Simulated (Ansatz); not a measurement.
Consider NiGe3.

```xyz
8
Lattice="2.8356 0.0000 0.0000 0.0000 5.6713 0.0000 0.0000 0.0000 8.5423" Properties=species:S:1:pos:R:3 pbc="T T T"
Ni    0.0000    0.0000    4.2712
Ge    1.4178    1.4178    2.7130
Ge    1.4178    1.4178    5.8294
Ge    1.4178    1.4178    0.0000
Ni    0.0000    2.8356    4.2712
Ge    1.4178    4.2535    2.7130
Ge    1.4178    4.2535    5.8294
Ge    1.4178    4.2535    0.0000
```

Space group P4/mmm; a generated structure, not necessarily the stable one; the program warned that a starting moment wasn't kept; spin-polarised, but the moments vanished.

The calculation used Ansatz, DFT PBE, scalar-relativistic, plane waves, PAW.

Predict the valence pseudo-density and electron localisation function between the atoms.

Ge–Ge (2.71 Å): ρ is about 0.39 e/Å³ halfway, with its minimum of 0.24 e/Å³ about 1.5 Å from Ge; the ELF peaks at about 0.65 between the atoms.

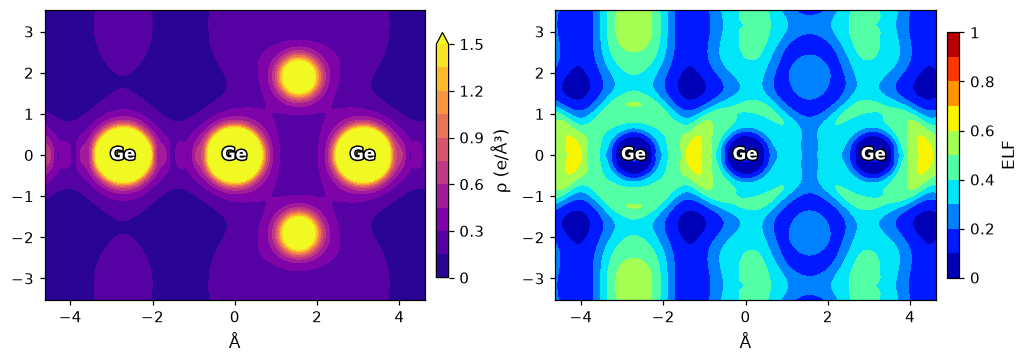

Computed valence pseudo-density and electron localisation function on the (11̄0) plane of the calculation cell, in this order. Atoms just off the plane (Ni, 0.6 Å away) can leave unmarked features too.
